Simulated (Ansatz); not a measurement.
# LaBr: from the start to rest, part 2 of 2

Aim: in LaBr, a known structure type filled with other elements, at an estimated volume, relax cell and atoms, then read levels, charges and fields where it ends.

Ansatz 0.2.0; DFT, r2SCAN, no spin polarisation, plane waves, PAW. Relaxing cell and atoms. The steps go on from the part before.

**3. The log goes on**

The log, continued:

```text
Crystal: 4 atoms, lattice volume = 148.477 Å³
Basis set: ecut = 500 eV, 3823 PW (Γ), exchange–correlation on 128×128×288 points (64 copies of the dense FFT grid, shifted against one another)
iter 1 solved again at ethr=6.72e-5 eV; its pass at ethr=3.10e-3 eV (dr2=2.42e-2 eV) is discarded
SCF iter   1: F=—  HF=-18120.623997 eV  |F-HF|=—  |Δ(HF+E_count)|=         —  Δρ=2.10e-3  dr2=2.45e-2  dr2_τ=2.28e-2  ethr=6.72e-5  ⟨swp⟩=2.1  Hψ=8473  notcnv=0
preconditioner: auto → LDOS  [insulator: Δε(μ)=0.013 eV  Ē_g=4.698 eV  σ=0.011 eV  W_gap=0.76  n_scr=30 (ndim 8)  ℏωp=12.2 eV  f_vac=0.036  D(μ)=12.95/eV (n_scr^D=174)  ε∞_Penn≈7.7  β→1.0]
SCF iter   2: F=—  HF=-18120.664285 eV  |F-HF|=—  |Δ(HF+E_count)|=   4.03e-2  S|Δr|=    0.00e0  Δρ=1.63e-3  dr2=8.38e-3  dr2_τ=2.16e-4  ethr=6.72e-5  ⟨swp⟩=4.3  Hψ=2020  notcnv=0
SCF iter   3: F=—  HF=-18120.662252 eV  |F-HF|=—  |Δ(HF+E_count)|=   2.03e-3  S|Δr|=    0.00e0  Δρ=3.04e-4  dr2=1.02e-3  dr2_τ=6.89e-6  ethr=2.33e-5  ⟨swp⟩=3.8  Hψ=1694  notcnv=0
SCF iter   4: F=—  HF=-18120.662201 eV  |F-HF|=—  |Δ(HF+E_count)|=   5.07e-5  S|Δr|=    0.00e0  Δρ=1.62e-4  dr2=2.60e-4  dr2_τ=6.83e-7  ethr=2.83e-6  ⟨swp⟩=2.3  Hψ=1309  notcnv=0
SCF iter   5: F=—  HF=-18120.662281 eV  |F-HF|=—  |Δ(HF+E_count)|=   8.03e-5  S|Δr|=    0.00e0  Δρ=7.22e-5  dr2=1.47e-5  dr2_τ=2.25e-7  ethr=7.21e-7  ⟨swp⟩=2.0  Hψ=1319  notcnv=0
SCF iter   6: F=—  HF=-18120.662289 eV  |F-HF|=—  |Δ(HF+E_count)|=   7.50e-6  S|Δr|=    0.00e0  Δρ=2.79e-5  dr2=1.22e-6  dr2_τ=2.46e-8  ethr=4.09e-8  ⟨swp⟩=2.4  Hψ=1641  notcnv=0
SCF iter   7: F=-18120.662291 eV  HF=-18120.662290 eV  |F-HF|=3.16e-7  |Δ(HF+E_count)|=   1.64e-6  S|Δr|=    0.00e0  Δρ=1.00e-5  dr2=1.24e-7  dr2_τ=2.37e-9  ethr=1.11e-9  ⟨swp⟩=16.1  Hψ=9939  notcnv=0
SCF 5 converged in 7 iterations: F = -18120.662291 eV  dr2 = 1.24e-7
relax step   5: F+E_penalty+E_count = -18120.66229063 eV  Δ(F+E_penalty+E_count) = -5.829e-3 eV  max|allowed force component| = 2.842e-2 eV/Å  Δτ_max = 0.0327 Å  P = +0.182 GPa  Ω = 148.477 Å³  energy of the carried Pulay correction = +3.397e-5 eV  (7 SCF iters, dr2 threshold 4.00e-7 eV, accepted)
[... 13 lines left out ...]
relax step   6: F+E_penalty+E_count = -18120.66301563 eV  Δ(F+E_penalty+E_count) = -7.250e-4 eV  max|allowed force component| = 5.269e-3 eV/Å  Δτ_max = 0.0097 Å  P = +0.016 GPa  Ω = 149.666 Å³  energy of the carried Pulay correction = -1.290e-4 eV  (8 SCF iters, dr2 threshold 1.91e-7 eV, accepted)
[... 14 lines left out ...]
relax step   7: F+E_penalty+E_count = -18120.66302267 eV  Δ(F+E_penalty+E_count) = -7.037e-6 eV  max|allowed force component| = 4.229e-3 eV/Å  Δτ_max = 0.0067 Å  P = -0.007 GPa  Ω = 150.017 Å³  energy of the carried Pulay correction = -1.769e-4 eV  (10 SCF iters, accepted)
[... 12 lines left out ...]
relax step   8: F+E_penalty+E_count = -18120.66342887 eV  Δ(F+E_penalty+E_count) = -4.062e-4 eV  max|allowed force component| = 4.236e-3 eV/Å  Δτ_max = 0.0000 Å  P = -0.008 GPa  Ω = 150.017 Å³  stress off target by 1.41e-2 GPa  SCF on the basis re-selected at this cell (its energy is not comparable with the rows above)  (7 SCF iters)
basis re-selected at this cell: Δ(F+E_penalty+E_count) = -4.062e-4 eV, ΔP = -0.000 GPa vs the last step (what re-selecting the basis moved, of the pressure what is left beyond the Pulay correction that the steps carried, after the strain that the cell walked since its last selection, with what the two solves' SCF thresholds leave and, on support functions, any second-order correction that the steps lacked; it is no measure of the basis error at this ecutwfc). The dense FFT grid was sized anew with the basis: this SCF ran on 32×32×80 points, the steps before it on 32×32×72, so part of this shift can come from that change (see relax.cell in the input reference). This SCF's stress stands 1.41e-2 GPa from its target on what of the cell is left free (relax.cell.stress_tol is 5.00e-2 GPa) and its largest allowed force component is 4.24e-3 eV/Å (relax.f_tol is 1.00e-2 eV/Å): within both
SCF converged after 7 iterations
Stability not checked: this state was not tested for a lower state beside it, because cold or Methfessel-Paxton smearing, or corrected tetrahedra, fill the levels in a way that the test cannot read (fill_not_monotonic; see scf.lower_state_search)
Free energy (F): -18120.663429 eV
Harris-Foulkes:  -18120.663429 eV  (|F-HF|=7.28e-12)
Internal energy: -18120.663094 eV  (E = F + TS)
E sigma→0 (E₀):  -18120.663317 eV
Entropy (-TS):   -0.000335 eV (-0.084 meV/atom)
Fermi energy:    7.200213 eV
--- Per-component energies (eV) ---
  E_band       = -213.739958
  E_kinetic    = 649.313104
  E_local      = -1453.423224  (includes V_loc(G=0)·N_el)
  E_nonlocal   = 327.541653
  E_hartree    = 464.705882
  E_xc         = -764.298699
  E_vxc        = -547.226202  (∫ρ·V_xc dr)
  E_paw        = -15415.552554  (= ΣΔE_a)
  E_vpaw       = -146.989468  (= ΣTr[D̂ρ^β])
  E_aug_tail   = -0.000000  (compensation charges beyond the density's cutoff)
  E_vtau       = 27.632457  (kinetic-family band-sum trace: ∫τ·v_τ [+ j·A + Jᵃ·Aᵃ] dr)
  E_ewald      = -1928.769894
  E_core_change = -0.179363  (= ΣΔE_core)
  E_smearing   = -0.000335  (= −TS)
  E_closure    = -0.000000  (closes the sum)
  Σ components = -18120.663429   (vs F -18120.663429, Δ=0.00e0)
--- Forces (eV/Å), atoms counted from 1 ---
  atom   1  La     0.00000000     0.00000000     0.00423585
  atom   2  La    -0.00000000    -0.00000000    -0.00423585
  atom   3  Br     0.00000000     0.00000000     0.00209412
  atom   4  Br    -0.00000000    -0.00000000    -0.00209412
  max |Σ_I F_I| component: 9.25e-18 eV/Å
--- Stress (GPa, compression-positive) ---
       -0.014134       0.000000       0.000000
        0.000000      -0.014134       0.000000
        0.000000       0.000000       0.005726
  P = ⅓ Tr σ = -0.0075 GPa (-0.075 kbar)
--- Band table (eV; the first three rows and the last of 44) ---
  k-point 0: bands = ["-27.2571", "-27.1765", "-11.1685", "-10.7897", "-10.2933", "-10.2933", "-10.1987", "-10.1987", "-9.1817", "-8.9012", "1.8847", "2.7156", "3.1495", "3.1495", "3.2534", "3.2534", "5.8795", "6.6237", "8.4112", "8.4112", "8.5654", "8.6770"]
  k-point 1: bands = ["-27.2571", "-27.1765", "-11.1651", "-10.7953", "-10.2933", "-10.2933", "-10.1987", "-10.1987", "-9.1683", "-8.9124", "1.9029", "2.6861", "3.1535", "3.1535", "3.2492", "3.2492", "5.9208", "6.6041", "8.4089", "8.4089", "8.5648", "8.6782"]
  k-point 2: bands = ["-27.2571", "-27.1765", "-11.1573", "-10.8081", "-10.2933", "-10.2933", "-10.1987", "-10.1987", "-9.1331", "-8.9429", "1.9490", "2.6152", "3.1642", "3.1642", "3.2381", "3.2381", "6.0259", "6.5469", "8.4038", "8.4038", "8.5639", "8.6808"]
  k-point 43: bands = ["-27.1719", "-27.1570", "-11.0104", "-10.9334", "-10.6962", "-10.6168", "-10.3661", "-10.2991", "-9.0427", "-9.0169", "2.0549", "2.2839", "2.4543", "2.5157", "2.8654", "2.8899", "6.6305", "7.1493", "7.2797", "8.5442", "8.6408", "8.7302"]
--- Relaxed structure (7 steps of the walk, 7 accepted, 1 SCFs on fresh bases) ---
  F+E_penalty+E_count = -18120.66342887 eV   max|allowed force component| = 4.236e-3 eV/Å   (the final SCF, on the basis selected at the relaxed cell)
  cell:  # Å, volume = 150.0168 Å³
    - [4.115909215578011, -2.7977777462374443e-7, -7.204221830766743e-8]
    - [-2.0579543654943455, 3.5644820802499257, -2.6369254904490783e-8]
    - [-2.0579543480463345, 1.1881609656535823, 10.225341157850249]
  atoms:
    - { symbol: La, position: [0.2152390404628102, 0.7847609595371898, 0.6457171213884307] }
    - { symbol: La, position: [0.7847609595371896, 0.21523904046281028, 0.35428287861156926] }
    - { symbol: Br, position: [0.3880487435929577, 0.6119512564070426, 0.16414623077887308] }
    - { symbol: Br, position: [0.6119512564070422, 0.3880487435929575, 0.835853769221127] }
--- Löwdin populations: 4 sites ---
  site symbol       q [e]
     0     La     10.7720
     1     La     10.7720
     2     Br      7.1534
     3     Br      7.1534
  spilling = 0.004146 (of n_electrons = 36.000000)
--- Bader charges: 4 sites ---
  site symbol  charge [e]  shift [e] shared [e]
     0     La      0.8143     0.0000     0.7267
     1     La      0.8141     0.0000     0.7264
     2     Br     -0.7245     0.0000    -0.7266
     3     Br     -0.7245     0.0000    -0.7266
  maxima off the nuclei: 1, with 0.1793 electrons
  on the straight line to a nucleus their density falls by 1.6e-2 of itself; PAW files or a low cutoff
  can make one that falls by little (a run on other files and one at a higher cutoff tell): if they did, read the shared
  charge, to which what the maxima have on the atom's side is counted
  estimated error of the sums over rays = 7.9e-4 e
```

It took 2.9 min on 2 threads of an Arm CPU, shared host; peak memory 0.86 GiB.

The steps of the relaxation:

```
step  energy from step 1 (eV/cell)  largest force component (eV/Å)  pressure (GPa)  volume (Å³)
   1                        0.0000                          0.8015            0.46       148.72
   2                       -0.0489                          0.6035           -0.87       144.79
   3                       -0.1318                          0.0516            0.57       143.08
   4                       -0.1458                          0.1423            0.36       146.96
   5                       -0.1516                          0.0284            0.18       148.48
   6                       -0.1524                          0.0053            0.02       149.67
   7                       -0.1524                          0.0042           -0.01       150.02
   8                       -0.1528                          0.0042           -0.01       150.02
```

Step 1 is the start. Step 8 repeats the geometry before on a plane-wave basis chosen anew for that cell, so the energy can jump there without any move; the table keeps such jumps.

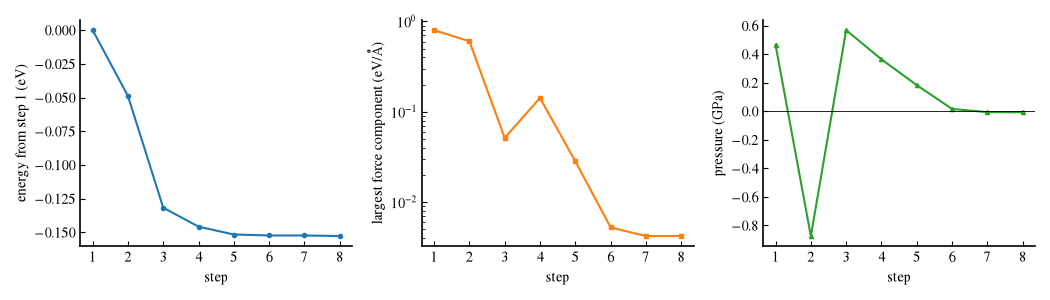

How energy and force, and the pressure, went from step to step.

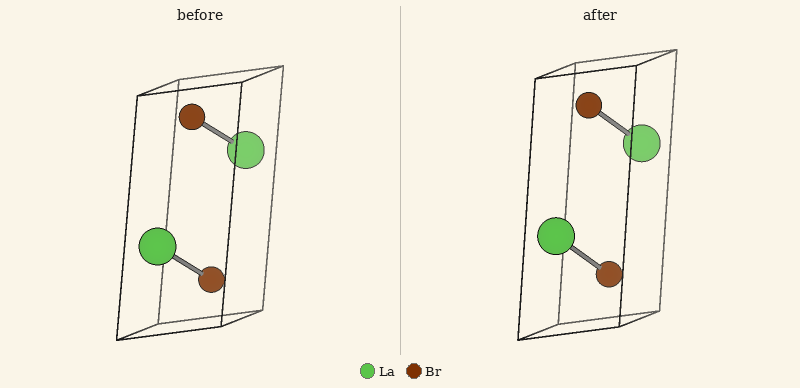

The structure before (left) and after (right), drawn at the same scale. Each atom of the cell is drawn once.

| input's cell | before | after | change |
| --- | --- | --- | --- |
| a (Å) | 4.247 | 4.116 | -3.1 % |
| b (Å) | 4.247 | 4.116 | -3.1 % |
| c (Å) | 9.833 | 10.498 | +6.8 % |
| α (°) | 77.53 | 78.69 | +1.17° |
| β (°) | 102.47 | 101.31 | -1.17° |
| volume (Å³/atom) | 37.18 | 37.50 | +0.9 % |

The largest move, 0.18 Å, apart from the change of the cell, is shared by several atoms, La1 among them.

**4. States by energy**

States per cell by energy window, from dos.tsv and pdos.tsv (tetrahedra; eV from the Fermi level):

```
from    to  total  Br p  La s  La d
-6.0  -5.0   2.49  2.11  0.07  0.26
-5.0  -4.0   9.26  7.94  0.26  0.82
-4.0  -3.0   0.25  0.22  0.00  0.02
-3.0  -2.0   0.00  0.00  0.00  0.00
-2.0  -1.0   0.07  0.01  0.04  0.00
-1.0   0.0   3.84  0.25  0.61  2.63
 0.0   1.0   2.25  0.12  0.17  1.61
```

The bands computed are complete only to about 1.4 eV above the Fermi level.

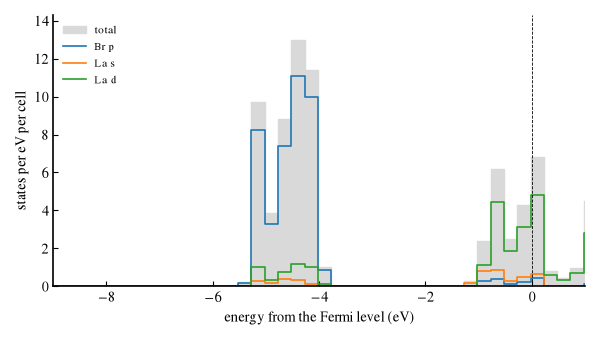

Total and projected density of states, in bins of 0.25 eV.

**5. Charges**

By element, from the tables in the log (a charge is positive for electrons lost): Löwdin charges also hold the electrons that the projection spills.

```
element  atoms  Bader charge (e)  Bader volume (Å³)  Löwdin charge (e)
     La      2             +0.81               33.8              +0.23
     Br      2             -0.72               39.2              -0.15
```

Löwdin charges rest on a small set of atomic orbitals that misses 0.4 % of the electrons, so they need not add up to the cell's charge and can differ from Bader's even in sign.

The density has 1 maximum away from the nuclei, holding 0.18 electrons in all.

**6. Real-space fields**

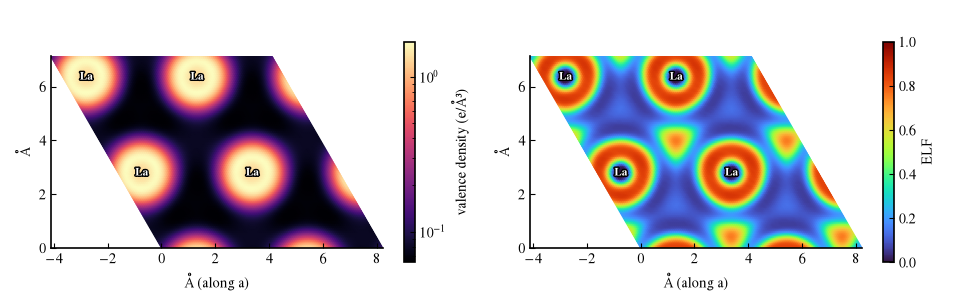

Valence density (left, log scale) and ELF (right) in the plane spanned by a and b at height 0.646 along c (axes of the input's cell); atoms within 0.2 Å are lettered, 2×2 cells. Near the nuclei they are pseudo-fields.

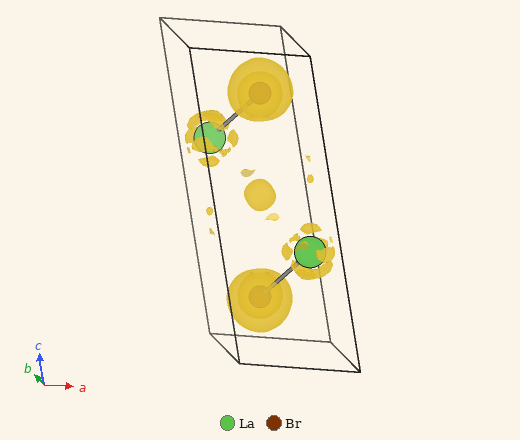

Surface of ELF = 0.85 in one cell.

Along short contacts, where the density is least:

```
contact  length (Å)  minimum at (fraction)  density (e/Å³)   ELF
La1–Br4       3.070                   0.50           0.211  0.18
```

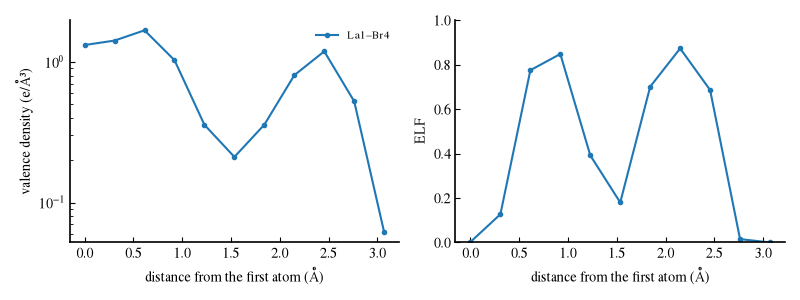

Smooth valence density and ELF along the contacts, at tenths of each length.

**7. What came out**

This closing draws on all 2 parts.

| quantity | value |
| --- | --- |
| moves | 6 |
| energy gained | 38.1 meV/atom |
| largest move | 0.18 Å (La) |
| space group (0.01 Å), before / after | R-3m / R-3m |
| cell | a = 4.116 Å, b = 4.116 Å, c = 10.498 Å, α = 78.69°, β = 101.31°, γ = 120.00° |
| volume | 37.50 Å³/atom (+0.9 %) |
| pressure at the end | -0.01 GPa |
| formation energy (elements from separate runs) | -1.40 eV/atom |
| character | metal |
| density of states, mean within 0.25 eV of the Fermi level | 5.6 per eV per cell |
| Bader charges | La +0.81, Br -0.72 e |
| density maxima off the nuclei | 1 |

The volume grew by 0.9 %, and the largest move of an atom is 0.18 Å apart from the change of the cell; the energy fell by 38.1 meV per atom. The shape changed more than that tells: the edges moved by -3, -3, +7 %. The run held to 12 symmetry operations, so a lower structure without them is not ruled out. Bands cross the Fermi level: a metal; within 0.25 eV of the Fermi level the density of states averages 5.6 per eV per cell, mostly La d (71 %), but it varies sharply: 10 at the Fermi level itself, on this mesh. Set against separate runs on the elements (La dhcp, solid Br2 (Cmce)), it forms at -1.40 eV per atom, a bound cell by that test. La loses most charge (+0.81 e on average) and Br gains most (-0.72 e).

Caveats: many states at the Fermi level without spin polarisation, so a magnetic state may lie lower.
